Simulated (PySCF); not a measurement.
C$_{3}$H$_{9}$NOSi

The calculation's input:

```
{"job": {"kind": "nmr", "xc": "PBE0", "basis": "pcSseg-1", "pop": false}, "charge": 0, "multiplicity": 1}
C     -2.104370    -0.510149     0.555387
C     -1.200806     0.114056    -0.522223
O     -0.919213     1.456446    -0.244195
C      0.059822    -0.715633    -0.620238
N      1.176967    -0.290593    -0.298016
Si     2.663782     0.382153     0.139425
H     -2.367954    -1.529588     0.287556
H     -1.588391    -0.512656     1.513026
H     -3.010378     0.081951     0.649215
H     -1.722201     0.079100    -1.488965
H     -0.035644     1.487076     0.154365
H     -0.093971    -1.747742    -0.959463
H      2.587576     0.463705     1.598312
H      2.769980     1.706136    -0.479609
H      3.784801    -0.464261    -0.284575
```

Launched as:

```sh
OMP_NUM_THREADS=1 python ens_run.py task.json out
```

Geometry: GFN2-xTB.

Method: PBE0/pcSseg-1, SCF density, gas phase, non-relativistic (PySCF 2.14.0).

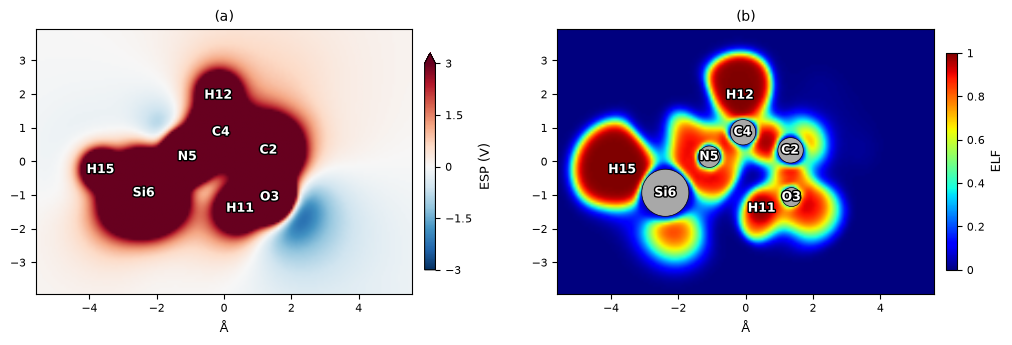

Figure 1. (a) molecular electrostatic potential; (b) electron localisation function on the plane of atoms C2, C4 and H12. Grey discs cover the atomic cores in the ELF map.

Question: What does the map show?

Answer: Atoms in the plane: C, O, N, Si and H.
C–N (1.24 Å): the ELF peaks at about 0.90 between the atoms (a multiple bond).
C–O (1.40 Å): the ELF peaks at about 0.90 between the atoms; a polar covalent bond.
C–C (1.51 Å): the ELF peaks at about 0.95 between the atoms: localised, covalent bonding.
Si–N (1.69 Å): the ELF peaks at about 0.90 between the atoms: a polar covalent bond.
O–H (0.97 Å): the ELF climbs to about 1 towards the hydrogen, as it does in any bond to H (an ordinary covalent bond to hydrogen).
The ELF also peaks beside O3, away from the bonds: lone-pair regions.
Outside the dense part of the molecule the potential is most negative (−2.2 V) near O3.

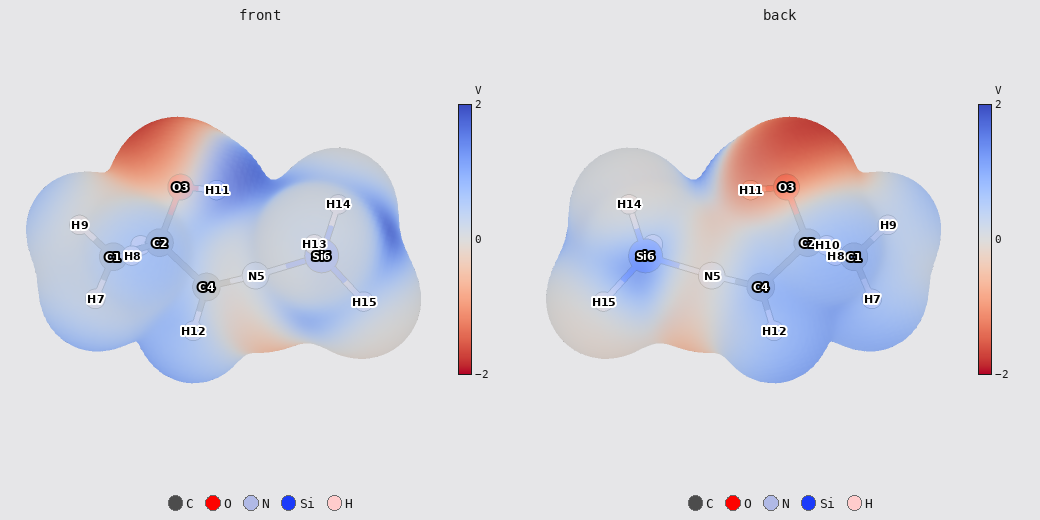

Figure 2. The molecular electrostatic potential painted on the density surface at 0.002 e/bohr³, seen from the front and from behind; red is negative and blue positive.

Question: Which sites attract a positive test charge, and which a negative one?

Answer: A positive charge is drawn to the negative regions and a negative charge to the positive ones. The most negative region (about −1.7 V) lies over O3, the most positive (about +1.6 V) over Si6 and H11. O3 is the likeliest acceptor of a hydrogen bond.
